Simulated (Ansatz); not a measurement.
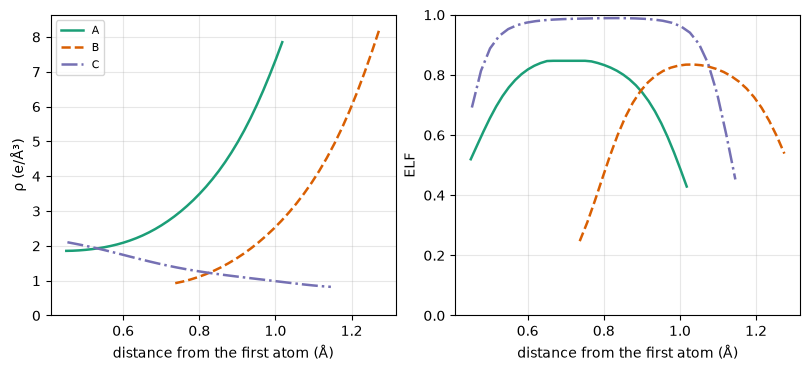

*CF₆Si (SMILES FC(F)(F)[Si](F)(F)F). Electron density and ELF along straight lines between neighbouring atoms. The curves leave out the atomic cores.*

Geometry: PBE0-D4/def2-SVP.

All numbers below come from isolated molecule in a Gaussian basis; Kohn-Sham density functional theory, functional PBE0 in Ansatz.

| atom | x (Å) | y (Å) | z (Å) |
| --- | --- | --- | --- |
| C | 2.7419 | 0.7836 | 0.6082 |
| F | 3.0561 | 0.6048 | 1.8933 |
| F | 3.4115 | 1.8498 | 0.1645 |
| F | 3.1673 | -0.2831 | -0.0724 |
| F | 0.0921 | -0.2658 | 0.9297 |
| F | 0.5196 | 1.2354 | -1.1477 |
| F | 0.3861 | 2.3004 | 1.2193 |
| Si | 0.8599 | 1.0230 | 0.3939 |

Q: Which curve belongs to which contact (C–F, C–Si and Si–F)? The first atom named is at distance zero.

A: Curve A: C–F (1.33 Å): ρ is about 2.4 e/Å³ halfway; the ELF peaks at about 0.85 between the atoms: a polar covalent bond. Curve B: Si–F (1.59 Å): the density is about 1.1 e/Å³ at the midpoint; the ELF peaks at about 0.85 in the valence shell of F, 0.6 Å from its nucleus, and is about 0.45 at the midpoint. Curve C: C–Si (1.91 Å): ρ at the midpoint is about 1 e/Å³; the ELF peaks at about 1 between the atoms; localised, covalent bonding.
